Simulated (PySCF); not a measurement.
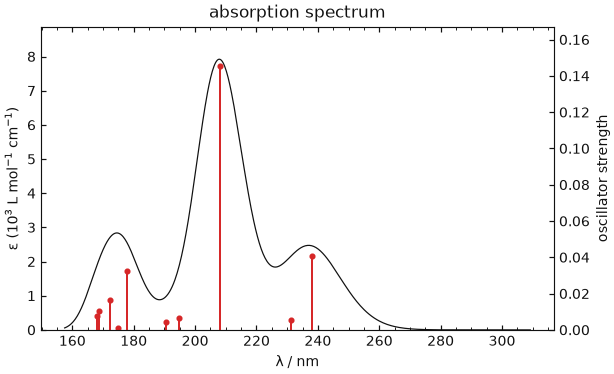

Vertical TDDFT excitations, PBE0/6-31+G(d) with PySCF, at a PBE0-D3(BJ)/def2-SVP geometry (no frequency check), gas phase. The lowest 10 singlet states are shown; each is broadened by a Gaussian of 1/e half-width 0.30 eV. Sticks give oscillator strengths (right axis).

### Which molecule gives this spectrum?
A. BSiNH₆O, SMILES NBO[SiH3]
B. C₄H₄FNSi, SMILES N#CC1=C[C@H](F)[SiH2]1
C. C₄H₆B₂O, SMILES BOBC#CC=C

Option B. Its lowest singlet lies at 5.21 eV (f = 0.041) and the brightest of those computed is S3 at 5.96 eV (208 nm), f = 0.145, mixed, the largest part being HOMO−1 → LUMO (49 %).

Caveats: core orbitals are frozen in the response.
